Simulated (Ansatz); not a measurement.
```yaml
atoms:
  - { symbol: B, position_ang: [0.0790, -0.5430, -0.1903] }
  - { symbol: B, position_ang: [0.3350, 0.9547, -1.2939] }
  - { symbol: B, position_ang: [2.5076, 0.3464, -0.0160] }
  - { symbol: Cl, position_ang: [3.5692, 1.0450, 1.1828] }
  - { symbol: N, position_ang: [1.0948, 0.6386, 0.0509] }
  - { symbol: H, position_ang: [-0.8159, -0.5456, 0.6188] }
  - { symbol: H, position_ang: [0.5923, -1.5809, -0.5267] }
  - { symbol: H, position_ang: [0.8149, 1.2487, 0.8143] }
  - { symbol: H, position_ang: [-0.3966, 1.9083, -1.1897] }
  - { symbol: H, position_ang: [-0.5081, -0.0867, -1.3048] }
  - { symbol: H, position_ang: [1.0009, 0.8100, -2.2887] }
  - { symbol: H, position_ang: [2.9498, -0.3609, -0.8745] }
```

Geometry: PBE0-D3(BJ)/def2-SVP.

Level of theory: isolated molecule in a Gaussian basis; Kohn-Sham density functional theory, functional PBE0 in Ansatz.

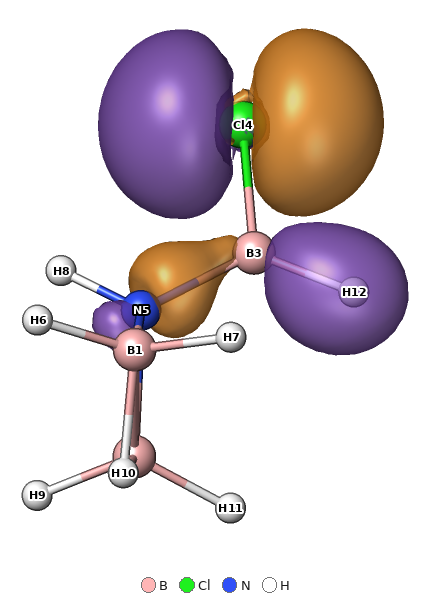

B3ClH7N. The HOMO−1 at ±0.15 Å⁻³ᐟ² (orange and purple are the two phases), seen at an oblique angle.

Where does this orbital lie, and at what energy?

It lies mainly on Cl4 (about 70 %), B3 (about 10 %) and H12 (about 10 %); largely a lone pair of Cl4. Its energy is −9.50 eV.
